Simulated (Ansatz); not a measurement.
# A hypothetical structure for LuBeSi2

This structure for LuBeSi2 is made up. Its elements were placed in a known structure type with a cell scaled to their sizes. What cell does the guess relax to, and how far off was it?

Calculated with Ansatz 0.2.0; DFT, PBEsol, plane-wave PAW, files of the set soft_1, scalar-relativistic, no spin, cell and ions relaxed at zero pressure; PAW set soft_1, in the first sound run; inputs show where later runs differ.

## Step 1: Set-up

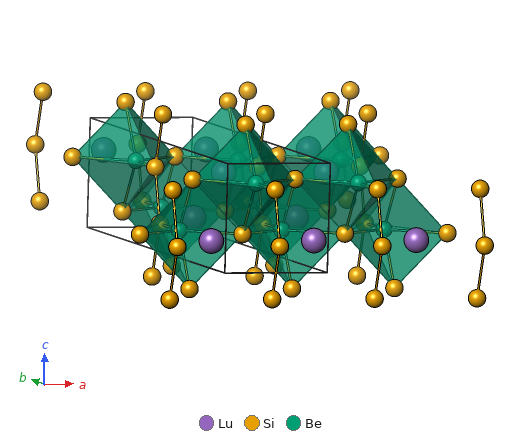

The starting structure, seen slightly off an axis (lutetium purple, silicon orange, beryllium teal). 2×1×1 cells are drawn. This picture shows the conventional cell, with its axes. Some periodic images of atoms are drawn too.

Coordinates:

```cif
data_structure
_symmetry_space_group_name_H-M 'Cmcm'
_symmetry_Int_Tables_number 63
_cell_length_a 3.8470
_cell_length_b 15.6710
_cell_length_c 3.9210
_cell_angle_alpha 90.000
_cell_angle_beta 90.000
_cell_angle_gamma 90.000
_cell_volume 236.38
loop_
_atom_site_label
_atom_site_type_symbol
_atom_site_symmetry_multiplicity
_atom_site_Wyckoff_symbol
_atom_site_fract_x
_atom_site_fract_y
_atom_site_fract_z
_atom_site_occupancy
Lu1 Lu 4 c 0.00000 0.89710 0.75000 1
Si1 Si 4 c 0.00000 0.74940 0.25000 1
Si2 Si 4 c 0.00000 0.52230 0.75000 1
Be1 Be 4 c 0.50000 0.83750 0.25000 1
```

## Step 2: Relaxing cell and atoms

The guess takes its coordinates from another compound and its volume from a rule, so the cell and any free coordinates are relaxed together.

Input file input.yaml:

```yaml
crystal:
  lattice:
    - [1.9235, -7.8355, 0.0]
    - [1.9235, 7.8355, 0.0]
    - [0.0, 0.0, 3.921]
  atoms:
    - { symbol: Lu, position: [0.1029, 0.8971, 0.75] }
    - { symbol: Lu, position: [0.8971, 0.1029, 0.25] }
    - { symbol: Si, position: [0.2506, 0.7494, 0.25] }
    - { symbol: Si, position: [0.7494, 0.2506, 0.75] }
    - { symbol: Si, position: [0.4777, 0.5223, 0.75] }
    - { symbol: Si, position: [0.5223, 0.4777, 0.25] }
    - { symbol: Be, position: [0.6625, 0.3375, 0.25] }
    - { symbol: Be, position: [0.3375, 0.6625, 0.75] }
kpoints:
  mp_grid: { grid: [7, 7, 7] }
scf:
  occupations: { method: fermi_dirac, width: 0.05 }
hamiltonian:
  xc: pbesol
  pseudopotentials: { kind: paw, azcp: { folder: soft_1 }, xc_functional: pbe }
relax:
  f_tol: 0.015
  max_steps: 70
  cell: {}
output:
  forces: true
  stress: true
```

Started as:

```sh
$ ansatz run input.yaml --threads 4 --pin off --max-ram 10240MiB --backend cpu --events-out ev --progress --plain --runs-dir out
```

Numbers of over 12 decimals in the logs are rounded to 6 here.

Output:

```text
basis.fft_grid_basis auto: the FFT boxes are laid along the combinations [[1, 1, 0], [0, 1, 0], [0, 0, 1]] of the cell's own vectors, 3.847, 8.068 and 3.921 Å long. The dense box has 27×54×27 points. Along the cell's own vectors, as sized, it would have 54×54×27, 2.00 times as many. Of the 8 symmetry operations that the crystal satisfies within crystal.symmetry.tolerance (time reversal apart; of a slab, those that ke [...]
Engine: ansatz 0.2.0, x86_64-unknown-linux-gnu
Pseudopotentials: kind: paw
Pseudopotential: Lu, paw, valence charge 25, recommended cutoff 420 eV (normal), soft_1/Lu.paw.azcp
Pseudopotential: Si, paw, valence charge 4, recommended cutoff 420 eV (normal), soft_1/Si.paw.azcp
Pseudopotential: Be, paw, valence charge 2, recommended cutoff 420 eV (normal), soft_1/Be.paw.azcp
Functional definition: PBEsol
  exchange = pbesol_x
  correlation = pbesol_c
Crystal: 8 atoms, lattice volume = 118.191 Å³
Basis set: ecut = 420 eV, 2333 PW (Γ), FFT grids on a1+a2, a2, a3, exchange–correlation on 54×108×54 points (8 copies of the dense FFT grid, shifted against one another)
Bands: 43, of which v1, the nominal top of the filled ones, is band 35 counted from 1 (34 counted from 0)
Symmetry: 8 space group operations
Space group: Cmcm (ITA 63), of the structure as read, at distance tolerance 4.9e-5 Å
k-points: 64 of 343
Non-local potential: Lu, projectors of the file, l = 0: 3, l = 1: 2, l = 2: 2, l = 3: 3
Non-local potential: Si, projectors of the file, l = 0: 2, l = 1: 2, l = 2: 1
Non-local potential: Be, projectors of the file, l = 0: 2, l = 1: 2, l = 2: 1
PAW form: soft (Blöchl's): semilocal exchange-correlation on the pseudo side does not see the compensation charge
PAW frozen core: Lu, regenerated for the run's functional, and the local potential with it (the file was generated under x = pbe(κ = 0.804, μ = 0.219515), c = pbe(β = 0.066725))
PAW frozen core: Si, regenerated for the run's functional, and the local potential with it (the file was generated under x = pbe(κ = 0.804, μ = 0.219515), c = pbe(β = 0.066725))
PAW frozen core: Be, regenerated for the run's functional, and the local potential with it (the file was generated under x = pbe(κ = 0.804, μ = 0.219515), c = pbe(β = 0.066725))
PAW one-centre angular grid: Lu, 590 points (default); XC on 64 Gauss nodes
PAW one-centre angular grid: Si, 110 points (default); XC on 64 Gauss nodes
PAW one-centre angular grid: Be, 110 points (default); XC on 64 Gauss nodes
Initial density: superposition of atomic densities (chi_scale 0.1, normalization cell, long waves kept (reshape's long-wave potential 0.06 eV rms))
Initial wavefunctions: pseudopotential atomic-orbital guess
Functional: x = pbesol(κ = 0.804, μ = 0.123457), c = pbesol(β = 0.046)
SCF iter   1: F=—  HF=-31893.933522 eV  |F-HF|=—  |Δ(HF+E_count)|=         —  Δρ=3.57e-2  dr2=4.77e0  ethr=3.10e-3  ⟨swp⟩=11.6  Hψ=16396  notcnv=0  defer=4
preconditioner: auto → Kerker (q_TF=auto, 2.500 Å⁻¹)  [metal: Δε(μ)=0.023 eV  Ē_g=11.207 eV  σ=0.050 eV  W_gap=0.11  n_scr=32 (ndim 8)  ℏωp=27.7 eV  f_vac=0.000  D(μ)=2.42/eV (n_scr^D=14)]
SCF iter   2: F=—  HF=-31893.317785 eV  |F-HF|=—  |Δ(HF+E_count)|=   6.16e-1  Δρ=2.22e-2  dr2=1.97e0  ethr=3.10e-3  ⟨swp⟩=4.2  Hψ=5114  notcnv=0  defer=66
SCF iter   3: F=—  HF=-31893.096966 eV  |F-HF|=—  |Δ(HF+E_count)|=   2.21e-1  Δρ=8.84e-3  dr2=6.92e-2  ethr=2.81e-3  ⟨swp⟩=4.7  Hψ=5730  notcnv=0  defer=67
SCF iter   4: F=—  HF=-31892.957204 eV  |F-HF|=—  |Δ(HF+E_count)|=   1.40e-1  Δρ=3.08e-3  dr2=8.21e-3  ethr=9.89e-5  ⟨swp⟩=4.3  Hψ=8672  notcnv=0  defer=67
SCF iter   5: F=—  HF=-31892.954123 eV  |F-HF|=—  |Δ(HF+E_count)|=   3.08e-3  Δρ=1.12e-3  dr2=6.73e-3  ethr=1.17e-5  ⟨swp⟩=2.4  Hψ=4969  notcnv=0  defer=67
SCF iter   6: F=—  HF=-31892.953017 eV  |F-HF|=—  |Δ(HF+E_count)|=   1.11e-3  Δρ=3.61e-4  dr2=4.21e-4  ethr=9.62e-6  ⟨swp⟩=2.7  Hψ=4713  notcnv=0  defer=67
SCF iter   7: F=—  HF=-31892.952927 eV  |F-HF|=—  |Δ(HF+E_count)|=   8.95e-5  Δρ=1.39e-4  dr2=3.43e-5  ethr=6.01e-7  ⟨swp⟩=2.2  Hψ=5091  notcnv=0  defer=67
SCF iter   8: F=—  HF=-31892.952856 eV  |F-HF|=—  |Δ(HF+E_count)|=   7.12e-5  Δρ=2.90e-5  dr2=1.98e-6  ethr=4.90e-8  ⟨swp⟩=2.5  Hψ=4996  notcnv=0  defer=67
SCF iter   9: F=—  HF=-31892.952855 eV  |F-HF|=—  |Δ(HF+E_count)|=   3.76e-7  Δρ=1.13e-5  dr2=2.26e-7  ethr=2.83e-9  ⟨swp⟩=2.5  Hψ=5301  notcnv=0  defer=67
SCF iter  10: F=-31892.952855 eV  HF=-31892.952855 eV  |F-HF|=2.18e-8  |Δ(HF+E_count)|=   4.36e-8  Δρ=8.88e-6  dr2=4.33e-8  ethr=1.43e-10  ⟨swp⟩=6.9  Hψ=15500  notcnv=0
SCF 1 converged in 10 iterations: F = -31892.952855 eV  dr2 = 4.33e-8
  greatest PAW one-centre occupation: 0.998 electrons in one spin orbital (limit 2), on the Lu atom at site 1 (counted from 0), in its partial waves of l = 0
relax step   1: F+E_penalty+E_count = -31892.95285534 eV  Δ(F+E_penalty+E_count) = +0.000e0 eV  max|allowed force component| = 3.826e0 eV/Å  Δτ_max = 0.0000 Å  P = +5.310 GPa  Ω = 118.191 Å³  (10 SCF iters, dr2 threshold 1.00e-7 eV, accepted)
Crystal: 8 atoms, lattice volume = 120.971 Å³
Basis set: ecut = 420 eV, 2377 PW (Γ), FFT grids on a1+a2, a2, a3, exchange–correlation on 54×108×54 points (8 copies of the dense FFT grid, shifted against one another)
Initial density: handed on by an earlier stage of this run
Initial wavefunctions: those handed on with the density
iter 1 solved again at ethr=2.02e-3 eV; its pass at ethr=3.10e-3 eV (dr2=1.41e0 eV) is discarded
SCF iter   1: F=—  HF=-31894.321720 eV  |F-HF|=—  |Δ(HF+E_count)|=         —  Δρ=1.27e-2  dr2=1.41e0  ethr=2.02e-3  ⟨swp⟩=1.6  Hψ=21516  notcnv=0
preconditioner: auto → Kerker (q_TF=auto, 2.491 Å⁻¹)  [metal: Δε(μ)=0.020 eV  Ē_g=11.217 eV  σ=0.050 eV  W_gap=0.10  n_scr=32 (ndim 8)  ℏωp=27.4 eV  f_vac=0.000  D(μ)=2.16/eV (n_scr^D=14)]
SCF iter   2: F=—  HF=-31894.188659 eV  |F-HF|=—  |Δ(HF+E_count)|=   1.33e-1  Δρ=8.04e-3  dr2=5.99e-1  ethr=2.01e-3  ⟨swp⟩=1.6  Hψ=3021  notcnv=0
SCF iter   3: F=—  HF=-31894.131771 eV  |F-HF|=—  |Δ(HF+E_count)|=   5.69e-2  Δρ=2.61e-3  dr2=3.11e-2  ethr=8.55e-4  ⟨swp⟩=4.5  Hψ=5683  notcnv=0  defer=57
SCF iter   4: F=—  HF=-31894.125930 eV  |F-HF|=—  |Δ(HF+E_count)|=   5.84e-3  Δρ=1.49e-3  dr2=6.27e-3  ethr=4.44e-5  ⟨swp⟩=3.6  Hψ=6879  notcnv=0  defer=66
SCF iter   5: F=—  HF=-31894.124663 eV  |F-HF|=—  |Δ(HF+E_count)|=   1.27e-3  Δρ=4.94e-4  dr2=1.73e-3  ethr=8.95e-6  ⟨swp⟩=2.5  Hψ=5497  notcnv=0  defer=64
SCF iter   6: F=—  HF=-31894.124451 eV  |F-HF|=—  |Δ(HF+E_count)|=   2.12e-4  Δρ=1.65e-4  dr2=1.38e-4  ethr=2.47e-6  ⟨swp⟩=2.1  Hψ=3848  notcnv=0  defer=63
[...]
preconditioner: auto → Kerker (q_TF=auto, 2.499 Å⁻¹)  [metal: Δε(μ)=0.016 eV  Ē_g=11.248 eV  σ=0.050 eV  W_gap=0.08  n_scr=32 (ndim 8)  ℏωp=27.7 eV  f_vac=0.000  D(μ)=2.45/eV (n_scr^D=14)]
SCF iter   2: F=—  HF=-31894.167062 eV  |F-HF|=—  |Δ(HF+E_count)|=   1.14e-2  Δρ=2.51e-3  dr2=5.39e-2  ethr=1.61e-4  ⟨swp⟩=1.8  Hψ=2835  notcnv=0
SCF iter   3: F=—  HF=-31894.165048 eV  |F-HF|=—  |Δ(HF+E_count)|=   2.01e-3  Δρ=1.60e-3  dr2=2.48e-3  ethr=7.69e-5  ⟨swp⟩=5.2  Hψ=7324  notcnv=0
SCF iter   4: F=—  HF=-31894.160771 eV  |F-HF|=—  |Δ(HF+E_count)|=   4.28e-3  Δρ=8.39e-4  dr2=1.29e-3  ethr=3.54e-6  ⟨swp⟩=4.0  Hψ=8946  notcnv=0  defer=10
SCF iter   5: F=—  HF=-31894.160737 eV  |F-HF|=—  |Δ(HF+E_count)|=   3.35e-5  Δρ=4.93e-4  dr2=1.77e-3  ethr=1.84e-6  ⟨swp⟩=3.0  Hψ=6087  notcnv=0  defer=10
SCF iter   6: F=—  HF=-31894.160536 eV  |F-HF|=—  |Δ(HF+E_count)|=   2.01e-4  Δρ=2.84e-4  dr2=5.67e-4  ethr=1.84e-6  ⟨swp⟩=1.9  Hψ=3928  notcnv=0  defer=10
SCF iter   7: F=—  HF=-31894.160459 eV  |F-HF|=—  |Δ(HF+E_count)|=   7.70e-5  Δρ=9.90e-5  dr2=5.47e-5  ethr=8.10e-7  ⟨swp⟩=2.3  Hψ=4305  notcnv=0  defer=10
SCF iter   8: F=—  HF=-31894.160453 eV  |F-HF|=—  |Δ(HF+E_count)|=   5.31e-6  Δρ=4.19e-5  dr2=1.03e-5  ethr=7.82e-8  ⟨swp⟩=2.4  Hψ=5130  notcnv=0  defer=10
SCF iter   9: F=-31894.160452 eV  HF=-31894.160452 eV  |F-HF|=2.00e-7  |Δ(HF+E_count)|=   1.52e-6  Δρ=1.38e-5  dr2=2.57e-7  ethr=1.14e-9  ⟨swp⟩=6.8  Hψ=19809  notcnv=0
SCF 3 converged in 9 iterations: F = -31894.160452 eV  dr2 = 2.57e-7
relax step   3: F+E_penalty+E_count = -31894.16045178 eV  Δ(F+E_penalty+E_count) = -3.605e-2 eV  max|allowed force component| = 1.767e-1 eV/Å  Δτ_max = 0.0505 Å  P = +1.110 GPa  Ω = 118.602 Å³  energy of the carried Pulay correction = -9.438e-5 eV  (9 SCF iters, dr2 threshold 8.00e-7 eV, accepted)
[...]
relax step   4: F+E_penalty+E_count = -31894.16849153 eV  Δ(F+E_penalty+E_count) = -8.040e-3 eV  max|allowed force component| = 7.437e-2 eV/Å  Δτ_max = 0.0304 Å  P = +0.176 GPa  Ω = 119.783 Å³  energy of the carried Pulay correction = -3.639e-4 eV  (8 SCF iters, dr2 threshold 8.00e-7 eV, accepted)
[...]
relax step   5: F+E_penalty+E_count = -31894.16922387 eV  Δ(F+E_penalty+E_count) = -7.323e-4 eV  max|allowed force component| = 1.649e-2 eV/Å  Δτ_max = 0.0102 Å  P = -0.117 GPa  Ω = 120.067 Å³  energy of the carried Pulay correction = -4.284e-4 eV  (8 SCF iters, dr2 threshold 3.46e-7 eV, accepted)
[...]
relax step   6: F+E_penalty+E_count = -31894.16934773 eV  Δ(F+E_penalty+E_count) = -1.239e-4 eV  max|allowed force component| = 2.464e-3 eV/Å  Δτ_max = 0.0016 Å  P = -0.000 GPa  Ω = 119.931 Å³  energy of the carried Pulay correction = -3.976e-4 eV  (8 SCF iters, dr2 threshold 7.98e-8 eV, accepted)
Basis set: ecut = 420 eV, 2361 PW (Γ), FFT grids on a1+a2, a2, a3, exchange–correlation on 54×120×54 points (8 copies of the dense FFT grid, shifted against one another)
Initial wavefunctions: pseudopotential atomic-orbital guess (no wavefunctions were taken with the density)
iter 1 solved again at ethr=1.59e-7 eV; its pass at ethr=3.10e-3 eV (dr2=1.11e-4 eV) is discarded
SCF iter   1: F=—  HF=-31894.169796 eV  |F-HF|=—  |Δ(HF+E_count)|=         —  Δρ=2.99e-5  dr2=1.31e-7  ethr=1.59e-7  ⟨swp⟩=5.5  Hψ=28225  notcnv=0
preconditioner: auto → Kerker (q_TF=auto, 2.494 Å⁻¹)  [metal: Δε(μ)=0.038 eV  Ē_g=11.251 eV  σ=0.050 eV  W_gap=0.19  n_scr=32 (ndim 8)  ℏωp=27.5 eV  f_vac=0.000  D(μ)=2.55/eV (n_scr^D=14)]
SCF iter   2: F=—  HF=-31894.169767 eV  |F-HF|=—  |Δ(HF+E_count)|=   2.99e-5  Δρ=1.76e-5  dr2=1.29e-7  ethr=1.87e-10  ⟨swp⟩=4.0  Hψ=8276  notcnv=0
SCF iter   3: F=—  HF=-31894.169767 eV  |F-HF|=—  |Δ(HF+E_count)|=   1.10e-8  Δρ=1.01e-5  dr2=1.84e-8  ethr=1.84e-10  ⟨swp⟩=3.2  Hψ=6733  notcnv=0
SCF iter   4: F=—  HF=-31894.169767 eV  |F-HF|=—  |Δ(HF+E_count)|=   2.26e-8  Δρ=3.21e-6  dr2=2.44e-9  ethr=2.62e-11  ⟨swp⟩=2.0  Hψ=5039  notcnv=0
SCF iter   5: F=—  HF=-31894.169767 eV  |F-HF|=—  |Δ(HF+E_count)|=   4.16e-9  Δρ=7.47e-7  dr2=2.46e-10  ethr=3.49e-12  ⟨swp⟩=2.8  Hψ=5195  notcnv=0
SCF iter   6: F=-31894.169767 eV  HF=-31894.169767 eV  |F-HF|=1.82e-11  |Δ(HF+E_count)|=  2.11e-10  Δρ=1.39e-7  dr2=3.07e-11  ethr=1.00e-12  ⟨swp⟩=6.9  Hψ=15564  notcnv=0
SCF 7 converged in 6 iterations: F = -31894.169767 eV  dr2 = 3.07e-11
relax step   7: F+E_penalty+E_count = -31894.16976660 eV  Δ(F+E_penalty+E_count) = -4.189e-4 eV  max|allowed force component| = 2.493e-3 eV/Å  Δτ_max = 0.0000 Å  P = -0.001 GPa  Ω = 119.931 Å³  stress off target by 1.12e-2 GPa  SCF on the basis re-selected at this cell (its energy is not comparable with the rows above)  (6 SCF iters)
basis re-selected at this cell: Δ(F+E_penalty+E_count) = -4.189e-4 eV, ΔP = -0.000 GPa vs the last step (what re-selecting the basis moved, of the pressure what is left beyond the Pulay correction that the steps carried, after the strain that the cell walked since its last selection, with what the two solves' SCF thresholds leave and, on support functions, any second-order correction that the steps lacked; it is no measure of the basis error at this ecutwfc). The dense FFT grid was sized anew with the basis: this SCF ran on 27×60×27 points, the steps before it on 27×54×27, so part of this shift can come from that change (see relax.cell in the input reference). [rest of the remark cut]
SCF converged after 6 iterations
Free energy (F): -31894.169767 eV
Harris-Foulkes:  -31894.169767 eV  (|F-HF|=1.82e-11)
Internal energy: -31894.148553 eV  (E = F + TS)
E sigma→0 (E₀):  -31894.159160 eV
Entropy (-TS):   -0.021214 eV (-2.652 meV/atom)
Fermi energy:    13.152754 eV
--- Per-component energies (eV) ---
  E_band       = 91.095332
  E_kinetic    = 1057.003143
  E_local      = -15574.579276  (includes V_loc(G=0)·N_el)
  E_nonlocal   = 1465.138817
  E_hartree    = 6673.718408
  E_xc         = -685.180131
  E_vxc        = -747.883000  (∫ρ·V_xc dr)
  E_paw        = -16703.481993  (= ΣΔE_a)
  E_vpaw       = 543.978601  (= ΣTr[D̂ρ^β])
  E_aug_tail   = 0.000113  (compensation charges beyond the density's cutoff)
  E_ewald      = -8129.296708
  E_core_change = 2.529075  (= ΣΔE_core)
  E_smearing   = -0.021214  (= −TS)
  E_closure    = 0.000000  (closes the sum)
  Σ components = -31894.169767   (vs F -31894.169767, Δ=0.00e0)
--- Forces (eV/Å), atoms counted from 1 ---
  atom   1  Lu     0.00000000     0.00017527     0.00000000
  atom   2  Lu     0.00000000    -0.00017527    -0.00000000
  atom   3  Si     0.00000000     0.00249304     0.00000000
  atom   4  Si     0.00000000    -0.00249304    -0.00000000
  atom   5  Si     0.00000000     0.00131230    -0.00000000
  atom   6  Si     0.00000000    -0.00131230     0.00000000
  atom   7  Be     0.00000000     0.00177582    -0.00000000
  atom   8  Be     0.00000000    -0.00177582     0.00000000
  max |Σ_I F_I| component: 4.34e-19 eV/Å
--- Stress (GPa, compression-positive) ---
       -0.002904       0.000000       0.000000
        0.000000      -0.009836       0.000000
        0.000000       0.000000       0.011227
  P = ⅓ Tr σ = -0.0005 GPa (-0.005 kbar)
--- Relaxed structure (6 steps of the walk, 6 accepted, 1 SCFs on fresh bases) ---
  F+E_penalty+E_count = -31894.16976660 eV   max|allowed force component| = 2.493e-3 eV/Å   (the final SCF, on the basis selected at the relaxed cell)
  cell:  # Å, volume = 119.9312 Å³
    - [1.888574, -7.905430, 0.0]
    - [1.888574, 7.905430, 0.0]
    - [0.0, 0.0, 4.016455]
  atoms:
    - { symbol: Lu, position: [0.103712, 0.896288, 0.75] }
    - { symbol: Lu, position: [0.896288, 0.103712, 0.25] }
    - { symbol: Si, position: [0.252274, 0.747726, 0.25] }
    - { symbol: Si, position: [0.747726, 0.252274, 0.75] }
    - { symbol: Si, position: [0.462826, 0.537174, 0.75] }
    - { symbol: Si, position: [0.537174, 0.462826, 0.25] }
    - { symbol: Be, position: [0.674126, 0.325874, 0.25] }
    - { symbol: Be, position: [0.325874, 0.674126, 0.75] }
```

It took 23 s on 4 threads of INTEL XEON PLATINUM 8581C at 2.30GHz (Emerald Rapids), shared host; peak memory 0.69 GiB.

Step by step:

| step | energy less that of the first step (eV) | largest force component (eV/Å) | pressure (GPa) | volume (Å³) |
| --- | --- | --- | --- | --- |
| 1 | 0.0000 | 3.8257 | 5.31 | 118.19 |
| 2 | -1.1715 | 0.8125 | -0.49 | 120.97 |
| 3 | -1.2076 | 0.1767 | 1.11 | 118.60 |
| 4 | -1.2156 | 0.0744 | 0.18 | 119.78 |
| 5 | -1.2164 | 0.0165 | -0.12 | 120.07 |
| 6 | -1.2165 | 0.0025 | 0.00 | 119.93 |
| 7* | -1.2169 | 0.0025 | 0.00 | 119.93 |

Relaxation steps marked * repeat the geometry before them on a plane-wave basis chosen anew for their cell, so energy and pressure can jump there.

The run keeps the 8 symmetry operations that it works with, so distortions that break them were not tested.

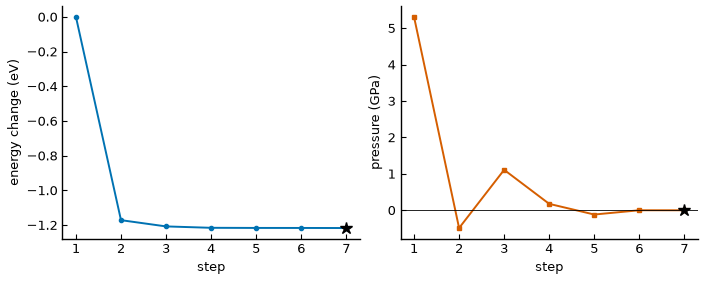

Energy and pressure along the relaxation. Stars mark steps on a basis chosen anew.

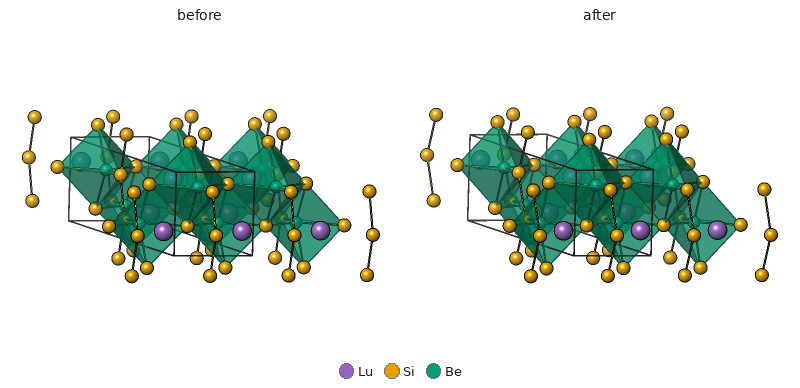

The structure before and after the relaxation, drawn at the same scale.

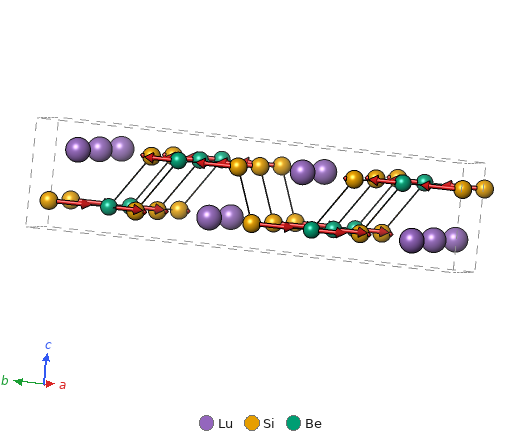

Displacements in the relaxation, exaggerated, measured against the changing cell; the longest in the cell stands for 0.24 Å. 2×1×1 conventional cells are drawn. Some periodic images of atoms are drawn too.

| conventional cell, symmetrised | before | after | change |
| --- | --- | --- | --- |
| a (Å) | 3.847 | 3.777 | -1.8 % |
| b (Å) | 15.671 | 15.811 | +0.9 % |
| c (Å) | 3.921 | 4.016 | +2.4 % |
| volume (Å³/atom) | 14.77 | 14.99 | +1.5 % |

The atoms that moved most (Å, as changes of fractional coordinates times the final cell):

| atom | dx | dy | dz | length |
| --- | --- | --- | --- | --- |
| Si6 | 0.000 | -0.235 | 0.000 | 0.235 |
| Si5 | 0.000 | 0.235 | 0.000 | 0.235 |
| Be7 | 0.000 | -0.184 | 0.000 | 0.184 |
| Be8 | 0.000 | 0.184 | 0.000 | 0.184 |
| Si4 | 0.000 | 0.026 | 0.000 | 0.026 |
| Si3 | 0.000 | -0.026 | 0.000 | 0.026 |
| Lu2 | 0.000 | 0.013 | 0.000 | 0.013 |
| Lu1 | 0.000 | -0.013 | 0.000 | 0.013 |

Numbers from this step:

| Item | Value |
| --- | --- |
| free energy | -31894.1698 eV |
| energy at zero smearing | -31894.1592 eV |
| smearing term TS | 0.02121 eV |
| Fermi energy | 13.15 eV |
| electrons | 70 |
| symmetry operations | 8 |
| pressure | -5.04e-4 GPa |

Shortest distances by pair of elements, guess and relaxed (not always the same contact):

| pair | guess (Å) | relaxed (Å) |
| --- | --- | --- |
| Be–Si | 2.197 | 2.165 |
| Si–Si | 2.081 | 2.327 |
| Lu–Si | 2.748 | 2.920 |
| Be–Lu | 2.901 | 2.973 |
| Be–Be | 3.847 | 3.655 |

The relaxation ends with a largest force component of 0.0025 eV/Å and a pressure of 0.00 GPa.

(Part 1 of 2 ends here.)

[Logs are printed without paths, hosts, clocks, repeated set-up lines and the standing remarks that a program may print on its own settings, such as how far it seeks lower states.]

[Hosts, paths, dates, database ids (printed as entryN), source tags and the programs' standing remarks are cut or masked in the printed files.]
